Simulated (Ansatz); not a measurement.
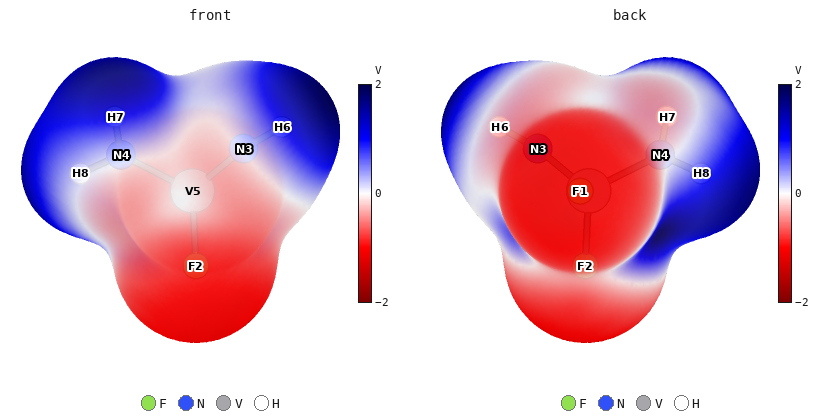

Figure 1: F2H3N2V (SMILES [NH]=[V]([NH2])([F])[F]). The electrostatic potential painted on the density surface at 0.001 e/bohr³, seen from the front and from behind; the colour scale runs from red (negative) to blue (positive).

Geometry: PBE0-D4/def2-SVP.

These are results of isolated molecule in a Gaussian basis; Kohn-Sham density functional theory, functional PBE0 in Ansatz 0.2.0, not measurements.

The calculation's input:

```
crystal:
  periodic: [false, false, false]
  atoms:
    - {symbol: F, position_ang: [-0.427697, -0.124230, -2.064284]}
    - {symbol: F, position_ang: [1.283189, 1.570127, -0.585074]}
    - {symbol: N, position_ang: [-1.187296, 0.874377, 0.369907]}
    - {symbol: N, position_ang: [0.643927, -1.055966, 0.462924]}
    - {symbol: V, position_ang: [0.056113, 0.356248, -0.474808]}
    - {symbol: H, position_ang: [-1.998385, 1.335312, 0.780031]}
    - {symbol: H, position_ang: [0.270392, -1.432798, 1.326749]}
    - {symbol: H, position_ang: [1.451857, -1.580171, 0.128754]}
basis:
  gaussian: {orbitals: def2-TZVPD}
magnetization: {spin_polarized: false, initial_magnetization: 0}
hamiltonian: {xc: {name: PBE0}}
output: {forces: true, orbitals: {seedname: orbitals}}
```

Command:

```sh
ansatz run input.yaml --threads 2 --pin off --max-ram 5220MiB --events-out events.jsonl --progress --plain --runs-dir runs
```

Describe the electrostatic potential map.

Answer. The most negative region (about −1.1 V) lies over F1 and F2, the most positive (about +1.9 V) over V5 and H6.

How polar is the molecule by this calculation?

Answer. Its dipole moment is 3.04 D.
